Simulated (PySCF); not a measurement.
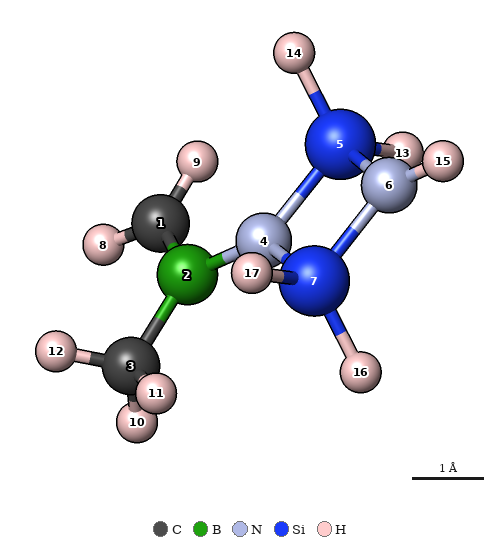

The structure (ball-and-stick view, seen at a tilt; atoms are numbered from 1 in the order of the input).

# Run report: C2H10BN2Si2, EPR calculation

System: C2H10BN2Si2, multiplicity 2, SMILES [CH2]B(C)N1[SiH2]N[SiH2]1.
Method: UKS B3LYP, pcH-1 on B C H N Si, non-relativistic, mean-field spin-orbit, GIAO (PySCF 2.14.0).

It belongs to a series of runs on one base structure; here: H removed from sp3 C.

**Input file**
```
{"job": {"kind": "epr", "basis": "pcH-1"}, "charge": 0, "multiplicity": 2}
C      1.359405    -0.377547     1.851833
B      1.030681    -0.168888     0.391829
C      2.182887    -0.184748    -0.711033
N     -0.316644     0.037494     0.006602
Si    -1.817533     0.115779     0.925352
N     -2.536048     0.386016    -0.635056
Si    -1.065585     0.310605    -1.563066
H      2.359547    -0.539588     2.223014
H      0.605869    -0.377271     2.624704
H      2.683208    -1.152068    -0.743165
H      1.805219     0.022202    -1.710310
H      2.954038     0.551683    -0.489267
H     -2.191951    -1.152656     1.546002
H     -1.899109     1.262227     1.827290
H     -3.488396     0.539520    -0.910263
H     -0.985344    -0.838297    -2.461253
H     -0.687242     1.577568    -2.183124
```

The first line tells a small driver script what to run in PySCF; the rest is the geometry in Å.

Run on 1 CPU thread, shared host.

Run as:
```bash
OMP_NUM_THREADS=1 python <driver script> task.json out
```

**Output**
```
UKS, coarse grid
  cycle   1  E = -795.55094424  |g| = 5.73e-01
  cycle   2  E = -795.34813895  |g| = 8.70e-01
  cycle   3  E = -795.68572154  |g| = 1.33e-01
  cycle   4  E = -795.69334044  |g| = 4.24e-02
  cycle   5  E = -795.69417109  |g| = 1.54e-02
  cycle   6  E = -795.69426027  |g| = 5.10e-03
  cycle   7  E = -795.69427362  |g| = 1.27e-03
  cycle   8  E = -795.69427483  |g| = 5.65e-04
UKS, final grid
  cycle   1  E = -795.69433964  |g| = 6.59e-04
  cycle   2  E = -795.69433949  |g| = 8.83e-04
  cycle   3  E = -795.69433986  |g| = 9.25e-05
  cycle   4  E = -795.69433986  |g| = 2.81e-05
E = -795.69433986 Eh   <S^2> = 0.7536 (exact 0.7500)
g shifts (ppm)      1          2          3
  rmc          -134       -134       -134
  gc              3         32         33
  oz_so          10        748        897
  total        -120        646        796
hyperfine (MHz)  atom isotope    a_iso     a_fc   dipolar eigenvalues
    0   13C      62.51      62.59    -70.34    -69.55    139.89
    1   11B     -23.81     -23.81     -5.45      2.13      3.32
    2   13C      -1.89      -1.89     -1.33      0.44      0.89
    3   14N       3.93       3.94     -5.10     -4.40      9.50
    4  29Si       3.81       3.81     -0.17     -0.16      0.33
    5   14N       0.33       0.33     -0.59     -0.36      0.95
    6  29Si       5.49       5.50     -0.23     -0.01      0.25
    7    1H     -53.48     -53.49    -33.92     -1.08     35.00
    8    1H     -52.20     -52.21    -33.60     -1.16     34.76
    9    1H       9.20       9.20     -2.77     -1.77      4.54
   10    1H      -1.48      -1.48     -1.56     -1.36      2.92
   11    1H       8.07       8.07     -2.80     -1.86      4.65
   12    1H      -0.13      -0.13     -1.70     -1.18      2.87
   13    1H      -0.14      -0.14     -1.70     -1.18      2.87
   14    1H      -1.19      -1.19     -1.19     -0.64      1.83
   15    1H       2.92       2.92     -0.98     -0.75      1.73
   16    1H       2.96       2.96     -0.98     -0.75      1.73
```

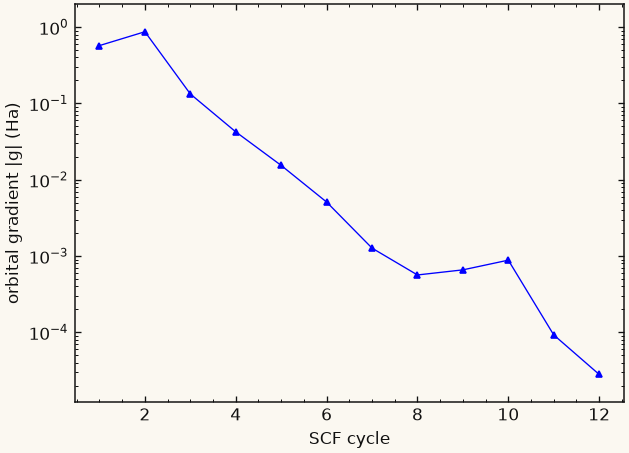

Convergence of the self-consistent field: orbital gradient |g| against the SCF cycle. All cycles printed in the log are drawn one after another.

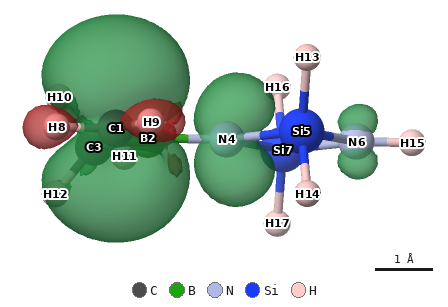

Isosurfaces of the spin density at +0.006 (green) and −0.006 e/Å³ (red), seen from the side. The unpaired spin (1 electron) lies mostly on C1 (about 0.7), B2 (about 0.1) and N4 (about 0.1), in electrons by Hirshfeld's partition.

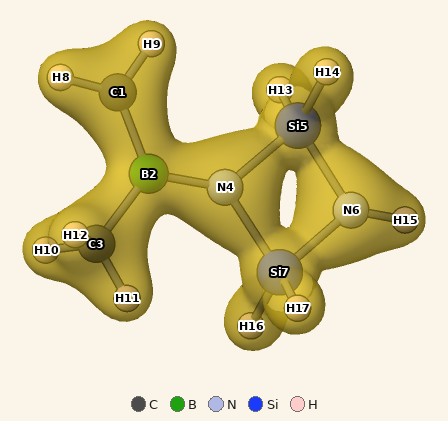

Isosurface of the total electron density at 0.5 e/Å³ (yellow), seen at a tilt. At this value the surface is in one piece. On the grid the lowest density along these lines, outside the cores, is 1.4 e/Å³ (B–N, 1.42 Å), 1.3 e/Å³ (C–B, 1.51 Å), 0.85 e/Å³ (Si–N, 1.74 Å) and 2.3 e/Å³ (N–H, 1.00 Å).

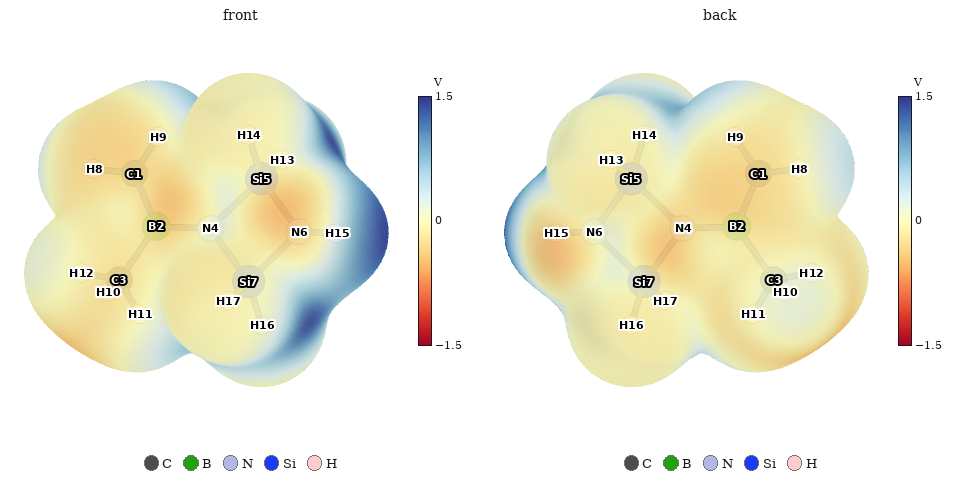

The molecular electrostatic potential painted on the density surface at 0.001 e/bohr³, seen at a tilt and from behind; the colour scale runs from red (negative) to blue (positive).

**Summary**

```csv
quantity,value
outcome,converged
total energy,−795.694340 hartree
⟨S²⟩,0.754
isotropic g,2.0028
wall time,1.8 min
peak memory,0.97 GiB
```
